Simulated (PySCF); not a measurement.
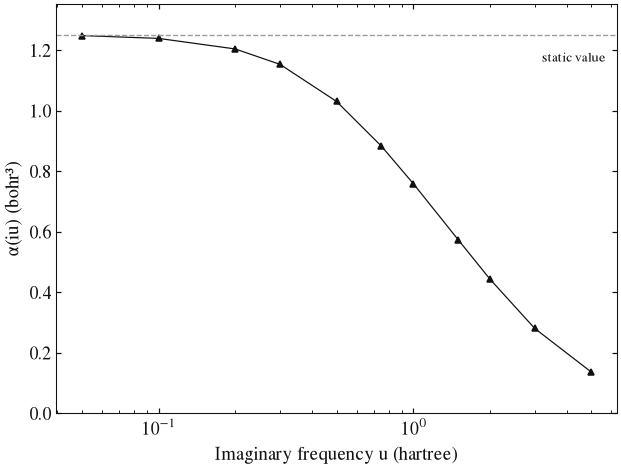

Dipole polarisability at imaginary frequency of F²⁺ ([He] 2s² 2p³). Coupled response at the PBE0 level; PySCF, aug-cc-pwCVDZ, non-relativistic, unrestricted single determinants, no spin-orbit coupling.

> What follows from the curve?

The static dipole polarisability is 1.25 bohr³; α(iu) falls to half of it near u = 1.3 hartree. The Casimir–Polder integral gives C₆ = 1.60 hartree bohr⁶ for two such species.
